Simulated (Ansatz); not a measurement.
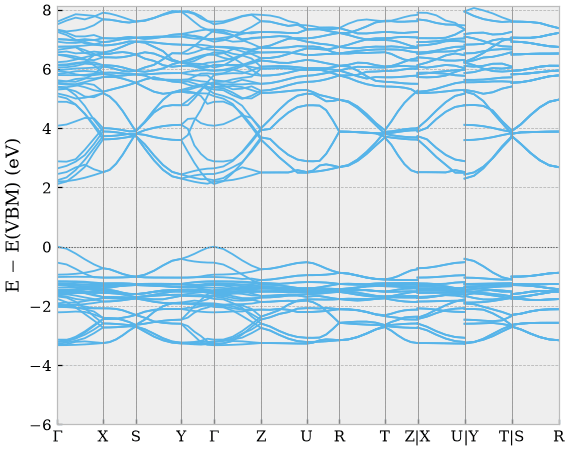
Figure: Band structure from PBE in the plane-wave PAW code Ansatz

Read off the gap and where the band edges lie.

About 2.1 eV (2.12 eV by a search for the band edges); maximum at Γ, minimum at Γ.

Pick the material that matches.
A. CsPbBr3, Pnma (Pb on 4a, Cs on 4c, Br on 8d, Br on 4c)
B. LaN, Pnma (La on 4c, N on 4c)
C. SiC, Pnma (Si on 4c, C on 4c)
D. LaScO3, Pnma (La on 4c, O on 8d, Sc on 4b, O on 4c)

A, CsPbBr3, Pnma (Pb on 4a, Cs on 4c, Br on 8d, Br on 4c)

The PBE relaxation kept the symmetry of its start. Scalar-relativistic: spin–orbit coupling is off unless named, which matters more the heavier the elements.

Potentials: the later of the program's two PAW sets.
